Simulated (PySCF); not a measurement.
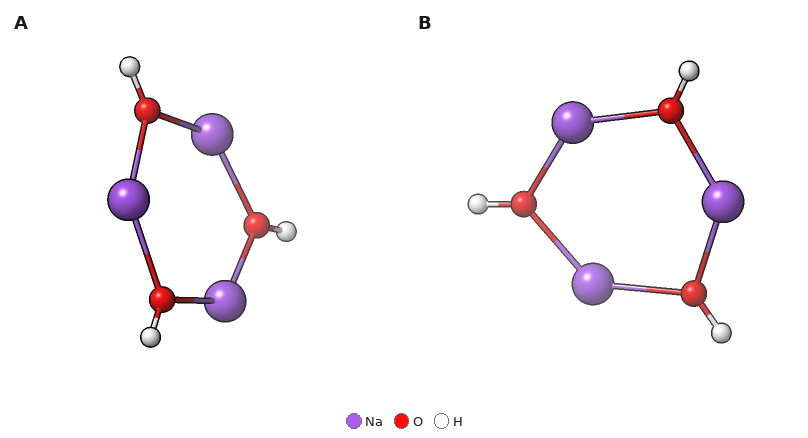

Atoms fade into the background with distance from the viewer. The computed structure is the end point of a PBE0-D3(BJ)/def2-SVP optimisation. No frequency run is at hand to confirm it as a minimum.

Can A be turned into B by a rotation alone?

Yes. They are the same structure, H3Na3O3, seen from two directions. With point group D3h it is achiral, so its mirror image would be the same too.
